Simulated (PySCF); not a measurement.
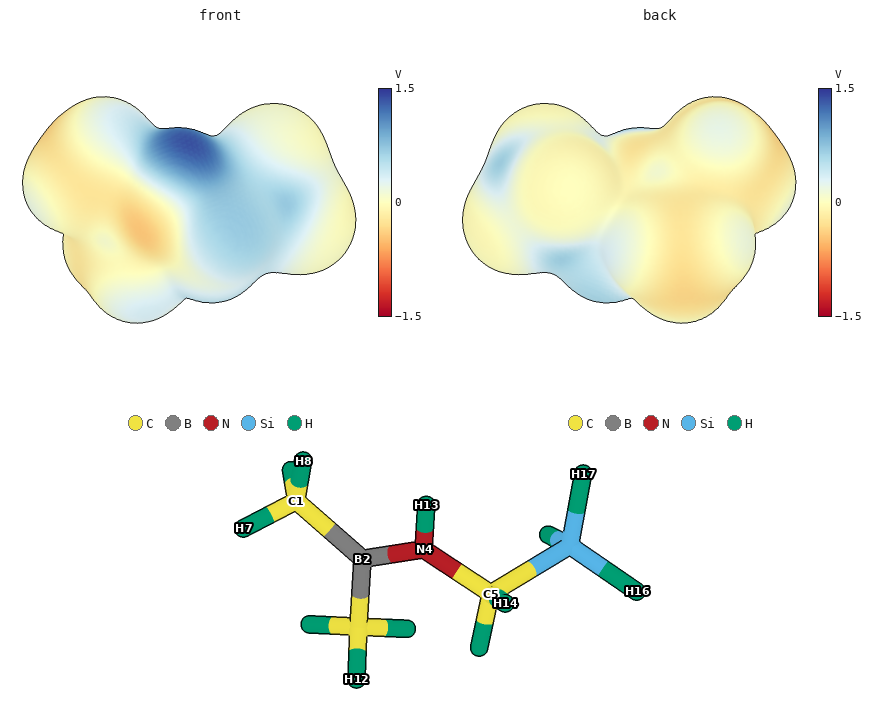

C₃H₁₂BNSi. The electrostatic potential painted on the density surface at 0.001 e/bohr³, seen from the front and from behind; the colour scale runs from red (negative) to blue (positive). The bare structure is drawn below in the same view.

Geometry: GFN2-xTB.

All numbers below come from PBE0/def2-SVPD, SCF density, gas phase (PySCF 2.14.0).

The calculation's input:

```
{"job": {"kind": "uv", "xc": "PBE0", "basis": "def2-SVPD", "nstates": 8, "ntriplets": 3}, "charge": 0, "multiplicity": 1}
C     -1.664118     1.897397    -0.323661
B     -0.960474     0.470493    -0.288930
C     -1.642482    -0.785881    -0.989779
N      0.253876     0.340046     0.361973
C      1.087823    -0.842583     0.487921
Si     2.552237    -0.775865    -0.738515
H     -2.692653     1.845265     0.028492
H     -1.151118     2.647109     0.276201
H     -1.710530     2.275092    -1.344051
H     -2.543481    -0.517243    -1.534913
H     -0.968152    -1.271098    -1.693791
H     -1.926196    -1.541685    -0.257884
H      0.692054     1.152740     0.771297
H      1.443917    -0.924378     1.520337
H      0.470680    -1.720442     0.298848
H      3.375619    -1.975369    -0.573741
H      3.347890     0.419280    -0.441775
H      2.026349    -0.686560    -2.099206
```

Launched as:

```sh
OMP_NUM_THREADS=1 python probes_run.py task.json out
```

Which sites attract a positive test charge, and which a negative one?

Answer. A positive charge is drawn to the negative regions and a negative charge to the positive ones. The most negative region (about −0.4 V, or −9 kcal/mol for a unit charge) lies over C1 and N4, the most positive (about +1.3 V, or +30 kcal/mol for a unit charge) over H13.

What dipole moment does the calculation give?

Answer. Its dipole moment is 1.20 D.
